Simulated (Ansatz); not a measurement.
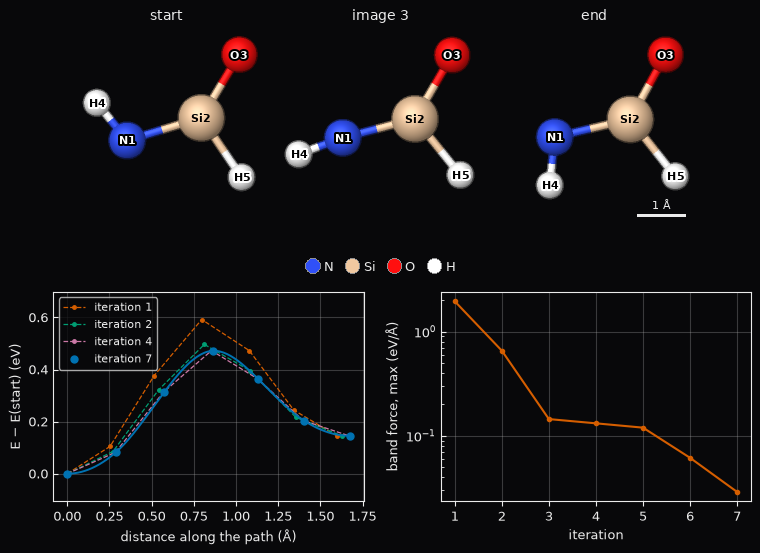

A nudged-elastic-band calculation for SiNH2O (charge −1). Images are numbered from 0 (start) to 6 (end). The plot follows the band through its iterations. The picture is a ball-and-stick view, seen face on.

All numbers below come from Ansatz 0.2.0, RKS r2SCANh/def2-SVP. Set-up: 5 movable images; climbing image; force threshold 0.05 eV/Å; iteration limit 60; starting path by image-dependent pair potential.

Question: Judge this run.

Answer: The result is final at these settings. The band converged in 7 iterations. The largest component of the band force went from 2 to 0.029 eV/Å. The climbing image converged on the top of the path. Its vibrational analysis gives one imaginary mode (609i cm⁻¹), as a transition state must have. The first iteration put the highest image at 0.59 eV. The energy climbs by 0.47 eV to image 3 and then falls by 0.33 eV, so the end point sits at +0.15 eV.

Limits of the set-up: the basis has no diffuse functions, which an anion needs.

Cost: 61 s on 1 thread of Arm Neoverse V2, with other jobs on the host, peak memory 0.11 GiB.
